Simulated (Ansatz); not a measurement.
**doublet [H2O3]+ at 6 levels**

Wanted: a comparison of 6 runs (U-r2SCAN/STO-3G, UBHLYP/STO-3G, UPBE0/STO-3G, UCCSDT(Q)/STO-3G, UCCSDT/STO-3G, UCCSD/STO-3G) of doublet [H2O3]+. 

The calculation is run with Ansatz 0.2.0.

27 further runs of the same task are left out: 2 that didn't finish, 25 set aside as unsound or not needed.

## Step 1: Starting point

[H2O3]+ has 5 atoms, charge +1, and is taken as a doublet. SMILES of the parent species: `OOO`. Geometry: relaxed at PBE0-D4/def2-TZVP. This is one conformer, not always the lowest. That shape belongs to the parent species and isn't relaxed for this state.

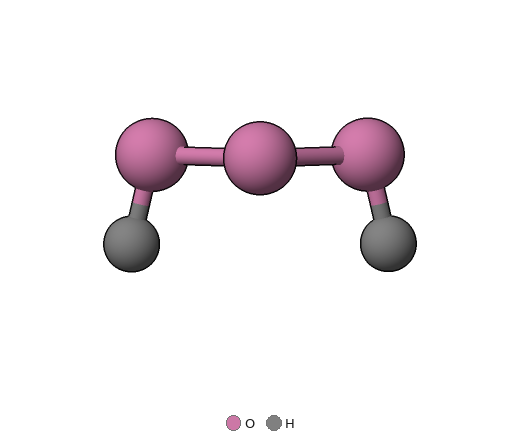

Viewed from a chosen angle; oxygen pink, hydrogen grey.

## Step 2: A single-point energy at U-r2SCAN/STO-3G (run 1)

File in.yaml:

```yaml
basis:
  gaussian: {orbitals: STO-3G}
crystal:
  periodic: [false, false, false]
  atoms:
    - {symbol: O, position_ang: [-0.968320, -0.699970, -0.146130]}
    - {symbol: O, position_ang: [-0.133650, -0.043580, 0.770240]}
    - {symbol: O, position_ang: [1.173090, -0.066850, 0.261080]}
    - {symbol: H, position_ang: [-1.310410, 0.028200, -0.685190]}
    - {symbol: H, position_ang: [1.239280, 0.782200, -0.199990]}
total_charge: 1
magnetization: {spin_polarized: true, initial_magnetization: 1}
hamiltonian: {xc: {name: r2SCAN}}
accuracy: high
```

Command:

```
ansatz run in.yaml --threads 1 --pin off --max-ram 3480MiB --events-out events.jsonl --progress --plain --runs-dir runs
```

The program printed:

```text
Warning: RAYON_NUM_THREADS=1 ignored (pool sized by the plan → 1); use --threads N
Functional definition: r2SCAN
  name "r2SCAN"
  parameter k0 = 0.174
  parameter k1 = 0.065
  parameter a1 = 4.9479
  exchange = r2scan_x(k0 = k0, k1 = k1, a1 = a1)
  correlation = r2scan_c
297 factors; integrals over basis functions are off by at most 4.4e-8 eV
mean field evaluation 1: about -6071.5786 eV, gradient 2.1e1 eV
mean field evaluation 2: about -6057.8613 eV, gradient 4.9e1 eV
mean field evaluation 4: about -6073.8747 eV, gradient 4.7e0 eV
mean field evaluation 8: about -6074.0196 eV, gradient 9.8e-2 eV
mean field evaluation 16: about -6073.9490 eV, gradient 5.1e-4 eV
mean field evaluation 32: about -6073.9105 eV, gradient 2.2e0 eV
mean field -6073.94904584 eV, -223.2135103642 hartree, gradient 3.3e-8 eV, S^2 0.753110; 6 other end points of the search recorded, 0 dependent functions left out
reference -6073.94904646 eV, -223.2135103868 hartree; 13, 12 occupied and 4, 5 virtual orbitals, 297 factors
Total energy: -6073.94904646 eV, -223.2135103868 hartree
```

Wall time 5.7 s (1 thread of Arm Neoverse V1, shared host); peak memory 0.21 GiB.

## Step 3: A single-point energy at UBHLYP/STO-3G (run 2)

File molecule.yaml:

```yaml
crystal:
  periodic: [false, false, false]
  atoms:
    - {symbol: O, position_ang: [-0.968320, -0.699970, -0.146130]}
    - {symbol: O, position_ang: [-0.133650, -0.043580, 0.770240]}
    - {symbol: O, position_ang: [1.173090, -0.066850, 0.261080]}
    - {symbol: H, position_ang: [-1.310410, 0.028200, -0.685190]}
    - {symbol: H, position_ang: [1.239280, 0.782200, -0.199990]}
basis:
  gaussian:
    orbitals: STO-3G
total_charge: 1
magnetization:
  spin_polarized: true
  initial_magnetization: 1
hamiltonian:
  xc: {name: BHLYP}
accuracy: high
```

Command:

```
ansatz run molecule.yaml --threads 1 --pin off --max-ram 3480MiB --events-out events.jsonl --progress --plain --runs-dir runs
```

The program printed:

```text
Warning: RAYON_NUM_THREADS=1 ignored (pool sized by the plan → 1); use --threads N
Functional definition: BHLYP
  name "BHLYP"
  parameter a = 0.5
  exchange = (1 - a)*b88_x + a*exact_x
  correlation = lyp_c
297 factors; integrals over basis functions are off by at most 4.4e-8 eV
mean field evaluation 1: about -6070.3452 eV, gradient 2.1e1 eV
mean field evaluation 2: about -6069.6541 eV, gradient 2.4e1 eV
mean field evaluation 4: about -6072.9012 eV, gradient 7.4e-1 eV
mean field evaluation 8: about -6073.0067 eV, gradient 4.0e-2 eV
mean field evaluation 16: about -6073.0069 eV, gradient 5.4e-4 eV
mean field evaluation 32: about -6072.9721 eV, gradient 1.8e0 eV
mean field -6073.00690025 eV, -223.1788871523 hartree, gradient 3.6e-8 eV, S^2 0.753388; 2 other end points of the search recorded, 0 dependent functions left out
reference -6073.00691551 eV, -223.1788877130 hartree; 13, 12 occupied and 4, 5 virtual orbitals, 297 factors
Total energy: -6073.00691551 eV, -223.1788877130 hartree
```

It took 2.1 s on 1 thread of Arm Neoverse V1, shared host; peak memory 0.12 GiB.

Runs 3 to 4 aren't shown in full; the table further down has their settings and results.

## Step 4: A single-point energy at UCCSDT/STO-3G (run 5)

File job.yaml:

```yaml
basis:
  gaussian:
    orbitals: STO-3G
crystal:
  periodic: [false, false, false]
  atoms:
    - {symbol: O, position_ang: [-0.968320, -0.699970, -0.146130]}
    - {symbol: O, position_ang: [-0.133650, -0.043580, 0.770240]}
    - {symbol: O, position_ang: [1.173090, -0.066850, 0.261080]}
    - {symbol: H, position_ang: [-1.310410, 0.028200, -0.685190]}
    - {symbol: H, position_ang: [1.239280, 0.782200, -0.199990]}
magnetization:
  spin_polarized: true
  initial_magnetization: 1
accuracy: high
total_charge: 1
scf:
  omitted_lower_state_checks: [cluster_reference, increment]
correlation:
  method: ccsdt
  frozen_orbitals: {H: 0, O: 1}
```

Command:

```
ansatz run job.yaml --threads 1 --pin off --max-ram 3480MiB --events-out events.jsonl --progress --plain --runs-dir runs
```

The program printed:

```text
Warning: RAYON_NUM_THREADS=1 ignored (pool sized by the plan → 1); use --threads N
[... 13 lines left out ...]
3 core orbitals not correlated: weight in the atoms' cores, before any rotation towards them, 1.000 or more for the frozen orbitals, at most 0.000 for the correlated occupied ones
[... 67 lines left out ...]
Total energy: -6053.14745440 eV, -222.4490659784 hartree
Checks for a lower state left out: cluster_reference, increment
```

It took 2.3 s on 1 thread of Arm Neoverse V1, shared host.

## Step 5: The energy at UCCSD/STO-3G (run 6)

in.yaml: that of step 2 with these lines changed.

```diff
@@ -1,3 +1,4 @@
 basis:
-  gaussian: {orbitals: STO-3G}
+  gaussian:
+    orbitals: STO-3G
 crystal:
@@ -11,4 +12,10 @@
 total_charge: 1
-magnetization: {spin_polarized: true, initial_magnetization: 1}
-hamiltonian: {xc: {name: r2SCAN}}
+magnetization:
+  spin_polarized: true
+  initial_magnetization: 1
+correlation:
+  method: ccsd
+  frozen_orbitals: {H: 0, O: 1}
 accuracy: high
+scf:
+  omitted_lower_state_checks: [cluster_reference, increment]
```

Command:

```
ansatz run in.yaml --threads 1 --pin off --max-ram 3480MiB --events-out events.jsonl --progress --plain --runs-dir runs
```

The program printed:

```text
Warning: RAYON_NUM_THREADS=1 ignored (pool sized by the plan → 1); use --threads N
[... 13 lines left out ...]
3 core orbitals not correlated: weight in the atoms' cores, before any rotation towards them, 1.000 or more for the frozen orbitals, at most 0.000 for the correlated occupied ones
[... 48 lines left out ...]
Total energy: -6053.01123057 eV, -222.4440598450 hartree
Checks for a lower state left out: cluster_reference, increment
```

It took 0.46 s on 1 thread of Arm Neoverse V1, shared host.

## Step 6: Overview of the runs

```
run             level  frozen core orbitals  energy (Eh)   ⟨S²⟩  wall time
  1   U-r2SCAN/STO-3G                     –  -223.213510  0.753      5.7 s
  2     UBHLYP/STO-3G                     –  -223.178888  0.753      2.1 s
  3      UPBE0/STO-3G                     –  -223.076578  0.754      2.4 s
  4  UCCSDT(Q)/STO-3G                     3  -222.449648  0.787      2.9 s
  5     UCCSDT/STO-3G                     3  -222.449066  0.787      2.3 s
  6      UCCSD/STO-3G                     3  -222.444060  0.787     0.46 s
```

## Step 7: Outcome

| quantity | value |
| --- | --- |
| run 6: total energy | -222.44406 Eh |
| run 6: correlation energy (3 core orbitals frozen) | -165.5 mEh |
| run 6: ⟨S²⟩ of the reference determinant | 0.787 |
| run 6: T1 diagnostic | 0.047 |

What this shows: Totals of different functionals can't be ranked against each other. In runs 1, 2, 3, 4, 5, 6 the basis is minimal, so the values are rough. All runs together took 16 s, the longest 5.7 s.
